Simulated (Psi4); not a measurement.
# wB97M-V/def2-TZVPP run of BNH4 (SMILES BN)

Aim: the energy change on altering one bond length of BNH4 at wB97M-V/def2-TZVPP, from 2 runs. 

Program for the calculation: Psi4 1.11.

1 further run of the same task is left out (set aside as unsound or not needed).

## 1. The system as given

The species is BNH4 (6 atoms), meant as a singlet with charge 0. As SMILES, `BN`. The coordinates come from a PBE0-D4/def2-TZVP relaxation.

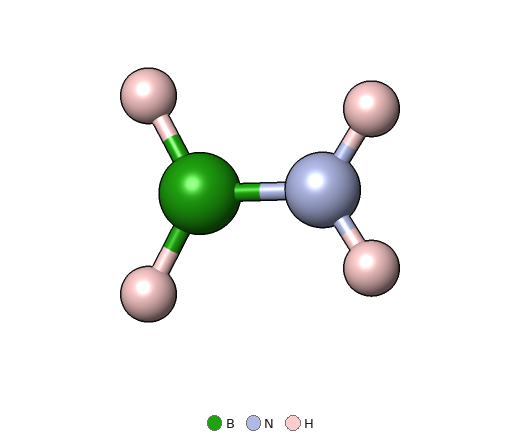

Viewed from a chosen angle; boron green, nitrogen light blue, hydrogen pink.

## 2. The energy at wB97M-V/def2-TZVPP

input.in

```
memory 1600 mb

molecule geom {
  B
  N 1 r2
  H 1 r3 2 a3
  H 1 r4 3 a4 2 d4
  H 2 r5 1 a5 4 d5
  H 2 r6 5 a6 1 d6

  r2 = 1.384924
  r3 = 1.197064
  a3 = 119.00323
  r4 = 1.197036
  a4 = 121.98914
  d4 = 179.99388
  r5 = 1.005873
  a5 = 123.23009
  d5 = 0.00539
  r6 = 1.005781
  a6 = 113.53278
  d6 = -179.99309
  symmetry c1
}

set basis def2-TZVPP
set reference rks
set puream true
set e_convergence 1e-09
set d_convergence 1e-08
set scf_type pk
set dft_radial_points 99
set dft_spherical_points 590

E = energy('wb97m-v')
```

Run with:

```bash
$ psi4 input.in input.out -n 1
```

input.out:

```text
[...]
  Running in c1 symmetry.
[...]
  Nuclear repulsion =   32.316088889946727
[...]
  Multiplicity = 1
[...]
  Nalpha       = 8
  Nbeta        = 8
[...]
    Number of basis functions: 118
[...]
   @RKS iter   1:   -81.86717456341705   -5.81754e-01   5.19669e-03 DIIS/ADIIS
[...]
   @RKS iter  10:   -82.02538911220228   -7.73070e-12   2.86492e-09 DIIS
[...]
    Orbital Energies [Eh]
    ---------------------
    Doubly Occupied:
       1A    -14.504552     2A     -6.880843     3A     -0.995210
       4A     -0.637011     5A     -0.621581     6A     -0.494613
       7A     -0.415131     8A     -0.408790
[...]
  @RKS Final Energy:   -82.02538911220228
   => Energetics <=
    Nuclear Repulsion Energy =             32.3160888899467267
    One-Electron Energy =                -173.4402084262375752
    Two-Electron Energy =                  67.6361489081400720
    DFT Exchange-Correlation Energy =      -8.6027605404594603
    Empirical Dispersion Energy =           0.0000000000000000
    VV10 Nonlocal Energy =                  0.0653420564079478
    Total Energy =                        -82.0253891122022765
[...]
 Multipole Moments:
 ------------------------------------------------------------------------------------
     Multipole            Electronic (a.u.)      Nuclear  (a.u.)        Total (a.u.)
 ------------------------------------------------------------------------------------
 L = 1.  Multiply by 2.5417464519 to convert [e a0] to [Debye]
 Dipole X            :          0.0000823            0.0000023            0.0000847
 Dipole Y            :         -0.0000129           -0.0000636           -0.0000764
 Dipole Z            :          0.3669781            0.4099023            0.7768803
 Magnitude           :                                                    0.7768804
[...]
```

It took 70 s on 1 thread of Intel Xeon 6975P-C (Granite Rapids), shared host; peak memory 0.91 GiB.

## 3. The distorted shape, same level

calc.py

```python
import psi4

psi4.set_memory(1600000000)
psi4.set_num_threads(1)
psi4.core.set_output_file('output.dat', False)

mol = psi4.geometry("""
B     -0.169352    -0.883187    -0.031061
N      0.146100     0.677400     0.010800
H      0.184648    -1.571587     0.882039
H     -0.753152    -1.332287    -0.974661
H     -0.121600     1.313700    -0.720800
H      0.632000     1.121400     0.771300
symmetry c1
no_reorient
no_com
""")

options = {'basis': 'def2-TZVPP', 'puream': True, 'e_convergence': 1e-09, 'd_convergence': 1e-08, 'scf_type': 'pk', 'dft_radial_points': 99, 'dft_spherical_points': 590}
psi4.set_options(options)

energy_value = psi4.energy('WB97M-V', molecule=mol)
print(f'WB97M-V energy: {energy_value:.10f} Eh')
```

Run with:

```bash
$ python calc.py
```

output.dat:

```text
[...]
  Running in c1 symmetry.
[...]
  Nuclear repulsion =   30.057889293365918
[...]
  Multiplicity = 1
[...]
  Nalpha       = 8
  Nbeta        = 8
[...]
    Number of basis functions: 118
[...]
   @RKS iter   1:   -81.86015684286869   -7.67708e-01   4.92156e-03 DIIS/ADIIS
[...]
   @RKS iter  10:   -82.00144221670662   -3.86677e-11   5.62574e-09 DIIS
[...]
    Orbital Energies [Eh]
    ---------------------
    Doubly Occupied:
       1A    -14.501674     2A     -6.923068     3A     -0.962046
       4A     -0.619377     5A     -0.598269     6A     -0.487747
       7A     -0.436235     8A     -0.376556
[...]
  @RKS Final Energy:   -82.00144221670662
   => Energetics <=
    Nuclear Repulsion Energy =             30.0578892933659176
    One-Electron Energy =                -169.0214708215713983
    Two-Electron Energy =                  65.4312234937658275
    DFT Exchange-Correlation Energy =      -8.5345989869896979
    Empirical Dispersion Energy =           0.0000000000000000
    VV10 Nonlocal Energy =                  0.0655148047227254
    Total Energy =                        -82.0014422167066215
[...]
 Multipole Moments:
 ------------------------------------------------------------------------------------
     Multipole            Electronic (a.u.)      Nuclear  (a.u.)        Total (a.u.)
 ------------------------------------------------------------------------------------
 L = 1.  Multiply by 2.5417464519 to convert [e a0] to [Debye]
 Dipole X            :         -0.1266597            0.2226778            0.0960181
 Dipole Y            :          0.7456094           -0.2700589            0.4755506
 Dipole Z            :          0.2429496           -0.2302197            0.0127300
 Magnitude           :                                                    0.4853142
[...]
```

On the terminal:

```text
WB97M-V energy: -82.0014422167 Eh
```

It took 66 s on 1 thread of Intel Xeon 6975P-C (Granite Rapids), shared host; peak memory 0.9 GiB.

## 4. What came out

At wB97M-V/def2-TZVPP:

| quantity | value |
| --- | --- |
| first shape: total energy | -82.02539 Eh |
| first shape: dipole moment | 1.97 D |
| first shape: HOMO energy | -11.12 eV |
| first shape: LUMO energy | 2.06 eV |
| first shape: HOMO–LUMO gap | 13.18 eV |
| distorted shape: total energy | -82.00144 Eh |
| distorted shape: dipole moment | 1.23 D |
| distorted shape: HOMO energy | -10.25 eV |
| distorted shape: LUMO energy | 1.36 eV |
| distorted shape: HOMO–LUMO gap | 11.60 eV |
| energy change with the B1–N2 bond stretched from 1.385 to 1.593 Å | 0.652 eV |

With the B1–N2 bond stretched from 1.385 to 1.593 Å the energy rises by 0.65 eV (15.0 kcal/mol). The first shape isn't relaxed at this level, so the change isn't measured from a minimum.
